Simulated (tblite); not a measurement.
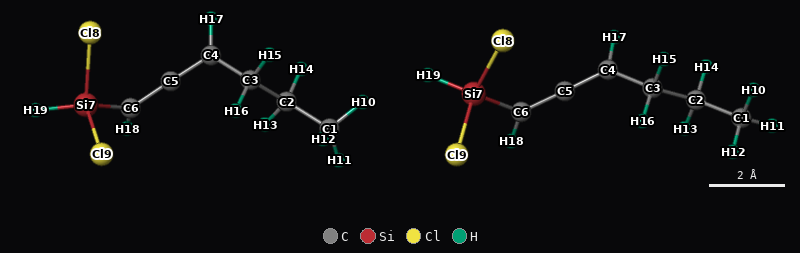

Two geometries of C6H10Cl2Si, drawn at one scale. One is the start of a relaxation, the other its converged end. The picture is a ball-and-stick view, seen at a tilt.

The calculation used GFN2-xTB geometry optimisation, gas phase in tblite 0.8.0. 

Question: Which geometry has the lower energy?

Answer: The right one is the relaxed one. Over 149 geometry steps the energy falls by 61.0 kJ/mol. The atom that moves furthest after the best rigid fit is H11 (1.29 Å). Largest moves by element: H 1.29 Å, Cl 1.24 Å, Si 0.47 Å, C 0.45 Å. Some distances before and after: Si7–Cl8 2.102 → 2.018 Å, Si7–Cl9 2.079 → 2.025 Å, C1–H10 1.137 → 1.088 Å, C3–C4 1.460 → 1.503 Å. Bond angles that change, for instance: C3–C4–H17 127.6° → 116.0°, Si7–C6–H18 127.0° → 117.3°, C5–C6–Si7 114.8° → 123.7°. Groups turn about C1–C2 by about 40°, C6–Si7 by about 35°, C3–C4 by about 25°. Cost: 1.7 s on 1 thread of Arm Neoverse V1, with other jobs on the host.
